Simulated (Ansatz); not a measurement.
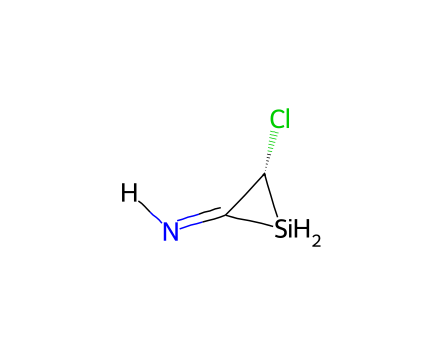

Skeletal drawing of a molecule.

> Give its SMILES.

[H]/N=C1/[SiH2][C@H]1Cl

> Give the formula, hydrogens included.

C2H4ClNSi.

> An optimisation with PBE0-D4/def2-TZVP gave a structure of which point group?

C1.

More results for the same structure follow; atom numbers are the same in all pictures, views and colours differ. Computed geometry: PBE0-D4/def2-TZVP optimisation. No frequency run is at hand to confirm it as a minimum.

## Shape

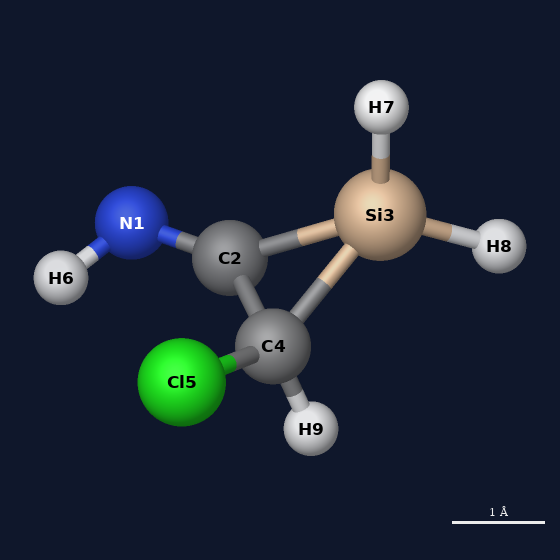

Numbered structure. No frequency run is at hand to confirm it as a minimum.

> What is the geometry at N1?

N1 has 2 neighbours (C2 at 1.26, H6 at 1.03 Å); the arrangement is bent.

> Which bond is the longest?

Si3–C4, 1.895 Å.

> What is the dihedral angle C2–Si3–C4–Cl5?

110° in size, that is anticlinal.

## Levels of theory compared

No frequency run is at hand to confirm it as a minimum. Program: Ansatz 0.2.0.

Compare HOMO–LUMO gap (eV) at these levels: B3LYP-D4/def2-TZVPP; PBE-D4/def2-TZVPP; PBE0-D4/def2-TZVPP; r2SCAN-D4/def2-TZVPP; ωB97M-V/def2-TZVPP; ωB97X-V/def2-TZVPP.

| level | HOMO–LUMO gap (eV) |
| --- | --- |
| B3LYP-D4/def2-TZVPP | 5.03 |
| PBE-D4/def2-TZVPP | 3.14 |
| PBE0-D4/def2-TZVPP | 5.42 |
| r2SCAN-D4/def2-TZVPP | 3.53 |
| ωB97M-V/def2-TZVPP | 9.73 |
| ωB97X-V/def2-TZVPP | 9.98 |

## Charges

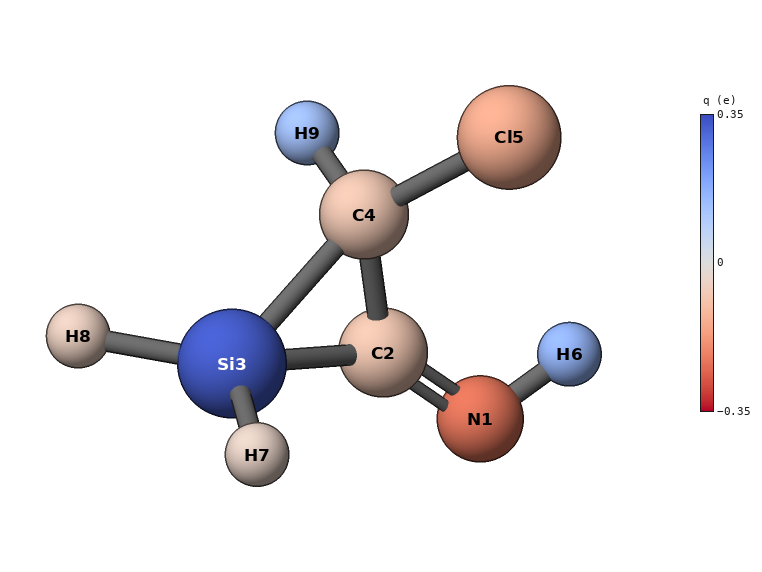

Atoms are coloured by their Mulliken charges. No frequency run is at hand to confirm it as a minimum. Level of theory: RKS B3LYP-D4/def2-TZVPP (Ansatz 0.2.0).

List the Mulliken charges.

```tsv
atom	value (e)
N1	−0.23
C2	−0.08
Si3	0.32
C4	−0.07
Cl5	−0.13
H6	0.15
H7	−0.04
H8	−0.05
H9	0.13
```

## Dipole moment

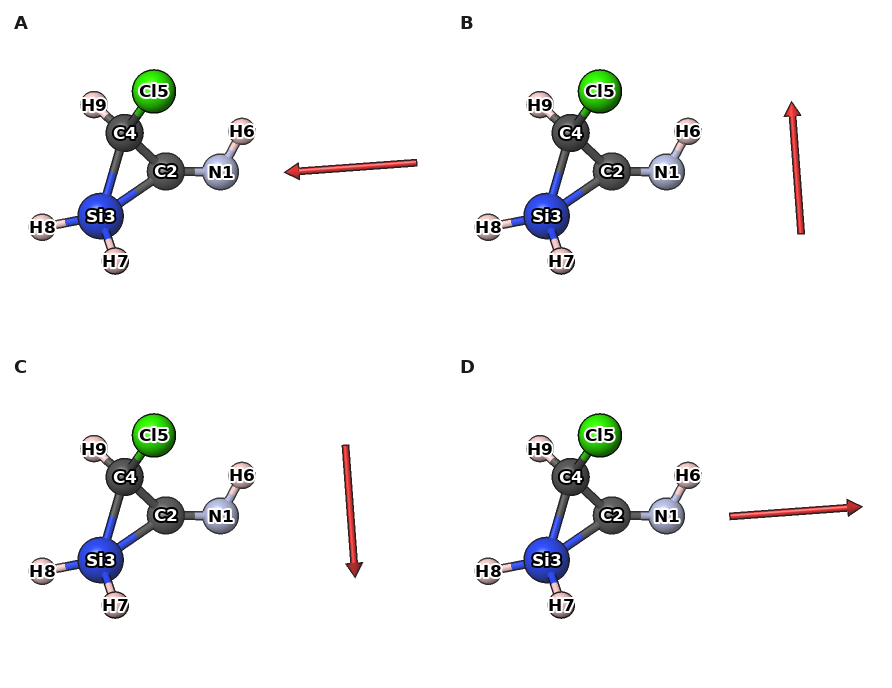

The same molecule four times, each with an arrow. No frequency run is at hand to confirm it as a minimum. Method: RKS r2SCAN-D4/def2-TZVPP (Ansatz 0.2.0).

> Which arrow points along the dipole moment, from the negative to the positive end?

A. The dipole moment is 2.06 D; it points from the side of H6 to the side of H8 (the outermost atoms at the two ends).

Mulliken values depend strongly on the basis set and can even reverse the polarity of a bond.
